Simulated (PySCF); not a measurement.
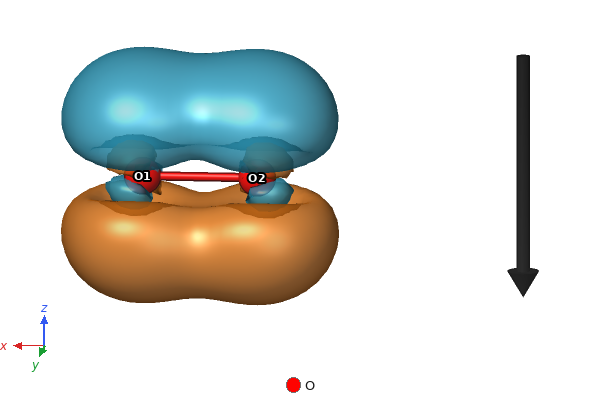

O2, triplet, SMILES `[O][O]`. Change of the electron density in a uniform field of 0.51 V/Å along −z (arrow), surfaces at ±0.002 e/Å³ (light blue: gain, orange: loss).

Level of theory: PBE0/def2-SVPD (PySCF), at a geometry from GFN2-xTB. No frequency check shows the geometry to be a minimum. The stability of the open-shell solution wasn't checked. GFN2-xTB doesn't know the spin state, so this open-shell geometry is rough.

Input script:

```python
import numpy as np
from pyscf import gto, scf, dft
from pyscf.scf import atom_ks, atom_hf
from scipy.linalg import block_diag

def solve(mol, dm0=None, hcore=None):
    mf = (dft.UKS if mol.spin else dft.RKS)(mol, xc='pbe0')
    mf.grids.level = 3
    mf = mf.density_fit(auxbasis='def2-universal-jkfit')
    mf.conv_tol, mf.max_cycle = 1e-8, 80
    if hcore is not None:
        mf.get_hcore = lambda *args: hcore
    mf.kernel(dm0)
    if not mf.converged:
        mf = mf.newton().run(mf.mo_coeff, mf.mo_occ, max_cycle=30)
    assert mf.converged, 'SCF not converged'
    return mf

mol = gto.M(atom='''
O      0.60491     0.00000     0.00000
O     -0.60491     0.00000     0.00000
''', basis='def2-svpd', charge=0, spin=2, verbose=4)
field = np.array([-0.0, -0.0, -0.01])  # atomic units
mol.set_common_orig(mol.atom_charges() @ mol.atom_coords() / mol.atom_charges().sum())
mf = solve(mol)
out = dict(dm0=mf.make_rdm1(), d0=mf.dip_moment(unit='AU'), e0=mf.e_tot)
for name, sign in (('p', 1), ('m', -1)):
    h = mf.get_hcore() + sign * np.einsum('x,xij->ij', field, mol.intor('int1e_r'))
    mi = solve(mol, mf.make_rdm1(), h)
    out.update({'dm' + name: mi.make_rdm1(), 'd' + name: mi.dip_moment(unit='AU'), 'e' + name: mi.e_tot})
# spherically averaged free atoms, for the promolecule
atm = atom_ks.get_atm_nrks(mol, xc='pbe0')
pro = block_diag(*[(atm[a[0]][2] * atm[a[0]][3]) @ atm[a[0]][2].T for a in mol._atom])
np.savez('result.npz', pro=pro, **out)
```

Launched as:

```sh
OMP_NUM_THREADS=1 python input.py
```

The run took 5.8 s on 1 thread of Arm Neoverse N1 (shared host), peak memory 0.19 GiB.

Partitions, critical points and surface values were worked out afterwards from this run's density.

**What dipole is induced, and what polarisability does it imply?**

The induced dipole is 0.20 D (along the field); α along this axis, from the fields in both directions, is 8 bohr³ (1.2 Å³).

**Which atoms gain and lose the most charge?**

Hardly any: no atom's Hirshfeld charge changes by as much as 0.002 e. The density shifts from one side of each atom to the other; 0.026 electrons are displaced in all.
